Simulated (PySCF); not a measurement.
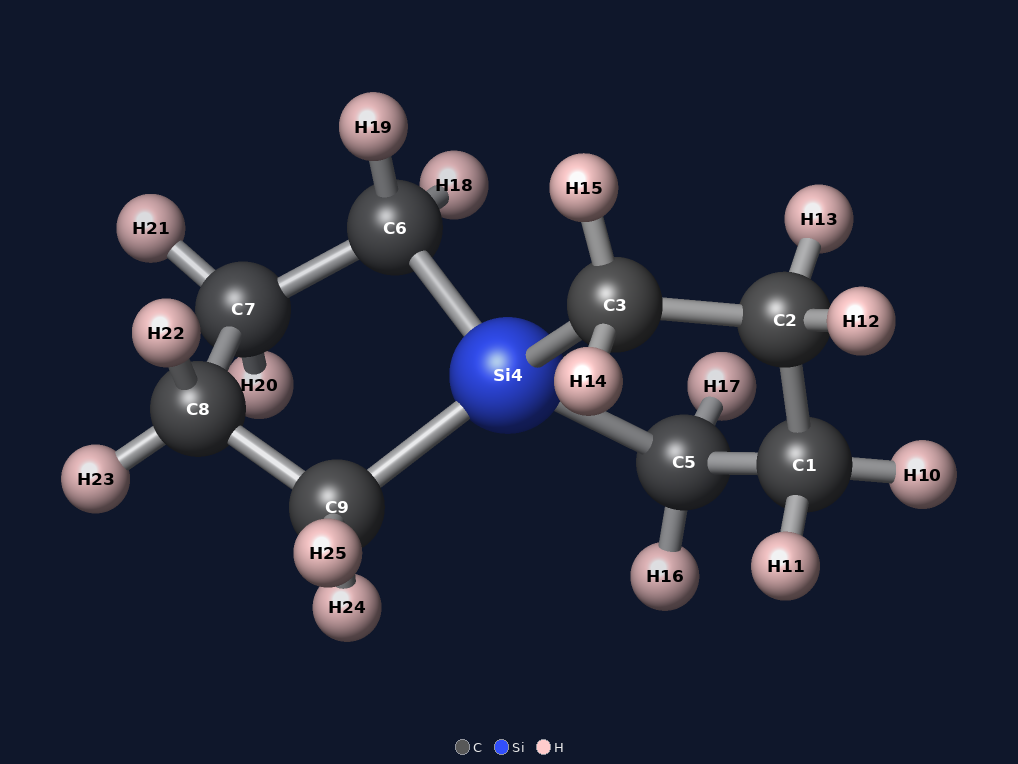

The computed structure is the end point of a PBE0-D3(BJ)/def2-SVP optimisation. No frequency run is at hand to confirm it as a minimum. Properties computed with delta-SCF UKS SCAN, pcX-2 on the ionised atom, pcseg-1 elsewhere, spin-free X2C (PySCF 2.14.0).

Give the core-electron binding energies (to vacuum; p and d levels without spin–orbit splitting) of C1 1s, C3 1s, Si4 1s, Si4 2p.

```json
{"atom": "C1", "level": "1s", "binding energy (eV)": "290.2"}
{"atom": "C3", "level": "1s", "binding energy (eV)": "289.5"}
{"atom": "Si4", "level": "1s", "binding energy (eV)": "1845.1"}
{"atom": "Si4", "level": "2p", "binding energy (eV)": "105.6"}
```
